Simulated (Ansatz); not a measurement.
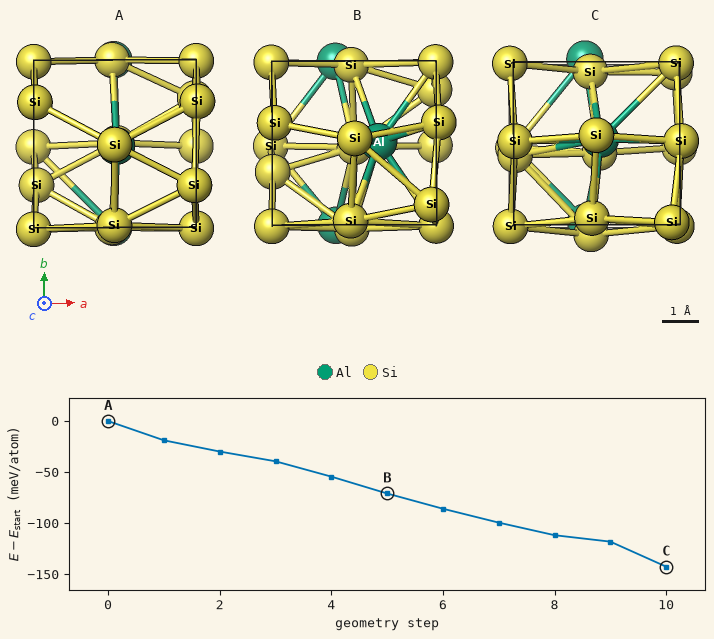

Frames of a relaxation of crystalline AlSi5 (a generated structure, set up in P1) (coarse preliminary run), marked on the history of the run. Style: ball-and-stick. Shown: the cell of the calculation, along the c axis.

Computed with DFT PBE, scalar-relativistic, plane waves, PAW (Ansatz 0.2.0).

Input file:
```yaml
crystal:
  lattice:
    - [0.0127165336, 0.0796394188, 4.629077455]
    - [4.770623287, -0.0305813137, 0.0131942864]
    - [-0.0529683891, 8.5612503949, 0.1431218271]
  atoms:
    - { symbol: Al, position: [0.4926991486, 0.0010926298, 0.006753857] }
    - { symbol: Al, position: [0.510044556, 0.4859388617, 0.4989471105] }
    - { symbol: Si, position: [0.4825756698, 1.0004491227, 0.3281084969] }
    - { symbol: Si, position: [0.4985471841, 0.4947728106, 0.8391257554] }
    - { symbol: Si, position: [0.5117951548, 0.5051468444, 0.1669265169] }
    - { symbol: Si, position: [0.4974646034, 0.0135093494, 0.6627793952] }
    - { symbol: Si, position: [-0.0014199402, 0.4834015193, 0.006895101] }
    - { symbol: Si, position: [0.0009676755, -0.0080461974, 0.4884137156] }
    - { symbol: Si, position: [-0.0088676493, 0.7692806293, 0.2376571067] }
    - { symbol: Si, position: [-0.0102369455, 0.2491591963, 0.7652322397] }
    - { symbol: Si, position: [0.0180085385, 0.2552130076, 0.25294933] }
    - { symbol: Si, position: [0.0084220044, 0.7500822263, 0.7462113749] }
basis:
  ecutwfc: 420
kpoints:
  mp_grid: { grid: [6, 4, 4] }
hamiltonian:
  xc: pbe
scf:
  occupations: { method: gaussian, width: 0.2 }
  lower_state_search: "off"
output:
  forces: true
  stress: true
  eigenvalues: true
relax:
  adjacent_minimum: "off"
  f_tol: 0.025
  max_steps: 60
  cell: { stress_tol: 0.25 }
```

Command:
```bash
ansatz run input.yaml --threads 1 --pin off --max-ram 2048MiB --backend cpu --events-out ev --progress --plain --runs-dir out
```

> What happens along the run?

The run was cut off at its time limit before the relaxation converged, so the last structure is only a point on the way. The largest move relative to the cell is that of Si10, 1.24 Å roughly along [0 −3 1]. Largest moves by element: Si 1.24 Å, Al 0.36 Å. Cell: a 4.630 → 4.739 Å (+2.4 %), b 4.771 → 4.637 Å (−2.8 %), c 8.563 → 8.274 Å (−3.4 %), α 90.7° → 89.5°, β 88.1° → 86.5°, γ 89.7° → 90.2°. Volume −4.0 %. Among the contacts that change: Si11–Si12 4.812 → 3.030 Å, Si9–Si10 4.673 → 2.950 Å, Si8–Si12 4.214 → 2.800 Å, Si7–Si10 4.222 → 2.834 Å. Among the angles between lasting bonds that change: Si7–Si10–Si8 177.7° → 124.3°, Si7–Si12–Si8 177.2° → 124.5°, Si7–Si12–Si10 116.3° → 65.3°. The space group stays P1 (No. 1). Over 10 geometry steps the energy falls by 142 meV per atom. Largest force component: 1.2 eV/Å at the start, 0.37 eV/Å at the end. Pressure: 3.56 GPa at the start and 0.90 GPa at the end. The run took 5.3 min on 1 thread of Arm Neoverse V2, on a shared host, peak memory 0.53 GiB. From step 0 to 5: Al2 moves most (0.67 Å), volume +2.8 %, energy −70.9 meV per atom. From step 5 to 10: Si atoms move most (0.65 Å), volume −6.6 %, energy −71.6 meV per atom.
